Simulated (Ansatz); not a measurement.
# A computed series for CoSi2: pressure series

Start from CoSi₂ (space group Fm-3m, No. 225; non-magnetic).

```cif
data_Co4Si8
_chemical_formula_sum 'Co4 Si8'
_space_group_name_H-M_alt 'Fm-3m'
_space_group_IT_number 225
_space_group_name_Hall '-F 4 2 3'
_cell_length_a 5.36034
_cell_length_b 5.36034
_cell_length_c 5.36034
_cell_angle_alpha 90.000
_cell_angle_beta 90.000
_cell_angle_gamma 90.000
loop_
_atom_site_label
_atom_site_type_symbol
_atom_site_symmetry_multiplicity
_atom_site_Wyckoff_symbol
_atom_site_fract_x
_atom_site_fract_y
_atom_site_fract_z
_atom_site_occupancy
Co1 Co 4 a 0.00000 0.00000 0.00000 1
Si1 Si 8 c 0.25000 0.25000 0.25000 1
```
(The calculation used a cell of 3 atoms; values per cell refer to that cell.)

Cell and atoms are relaxed at each pressure.

The values are results of Ansatz (an electronic-structure program), PBE, PAW, cutoff 420 eV, without spin-orbit coupling, earlier PAW set, not measurements.

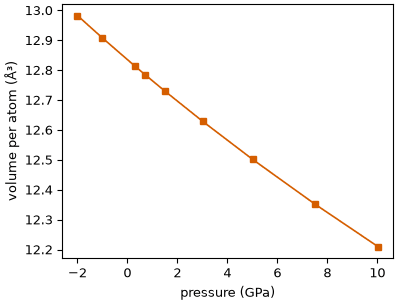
Figure: Volume against pressure

**Question.** Estimate the zero-pressure bulk modulus from the plot.

**Answer.** About 180 GPa; a third-order Birch–Murnaghan fit to the points gives V₀ = 12.83 Å³/atom, B₀ = 179 GPa and B₀′ = 4.5.

Load acts through the strain it causes; cell and atoms are relaxed under it. Whether these cells are dynamically stable was not tested. Competing high-pressure phases were not computed. Seeded moments were not kept for the base. The final runs are not spin-polarised. An odd electron count without spin: CoSi2.
